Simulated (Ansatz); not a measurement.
```xyz
8

Br   -0.7476    1.7089   -1.6647
F    -0.5578   -0.2938    2.9795
F    -1.1966   -1.5833    0.8049
Si   -0.3808   -0.2984    1.3648
Si   -1.3382    1.6497    0.4972
H     1.0562   -0.4980    1.0589
H    -2.8223    1.6322    0.5936
H    -0.7868    2.8598    1.1657
```

Geometry: PBE0-D3(BJ)/pcseg-1.

Computed with Ansatz 0.2.0, isolated molecule in a Gaussian basis; Kohn-Sham density functional theory, functional PBE0.

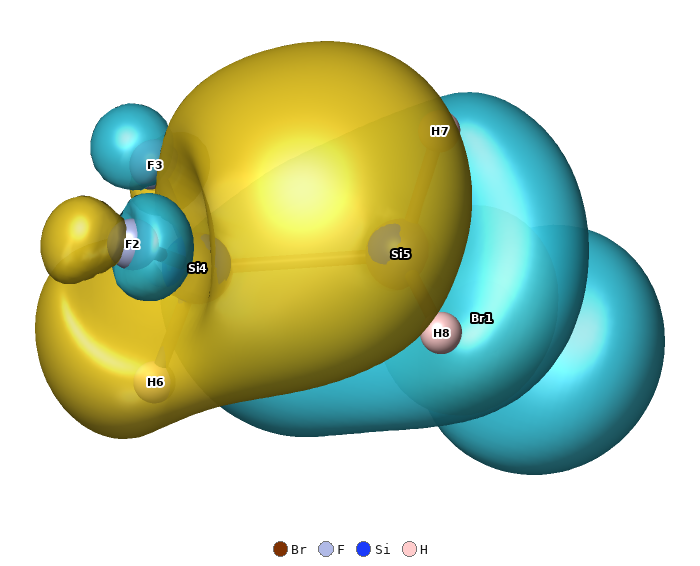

BrF₂H₃Si₂ (SMILES F[SiH](F)[SiH2]Br). One frontier orbital at ±0.05 Å⁻³ᐟ² (yellow and cyan are the two phases), seen from one side.

### Which orbital is it: HOMO or LUMO?

The LUMO, at −1.43 eV. By Hirshfeld shares it lies mainly on Si5 (about 35 %), Si4 (about 25 %) and Br1 (about 25 %).
